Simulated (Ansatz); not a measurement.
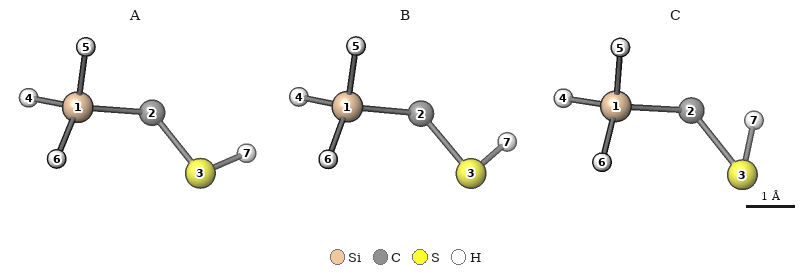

3 geometries from a converged minimum-energy path of CH4SSi, shuffled. Style: ball-and-stick. Shown at a tilt.

Method: RKS PBE/def2-mTZVP in Ansatz. Set-up: 7 movable images; climbing image; force threshold 0.05 eV/Å; iteration limit 60; starting path through a guess of the saddle point.

**Which frame is the top of the path?**

C. In order along the path, whose images run from 0 to 8: C (image 4, +3.27 eV), B (image 6, +2.25 eV), A (image 7, +1.99 eV). A hydrogen atom shifts from one atom to another. Breaking: C2–H7 (1.10 → 1.54 at the top → 2.39 Å). Forming: S3–H7 (2.37 → 1.44 at the top → 1.40 Å).

The run took 51 s on 2 threads of AMD EPYC 9R45 96-Core Processor (Zen 5) (shared host), peak memory 0.17 GiB.
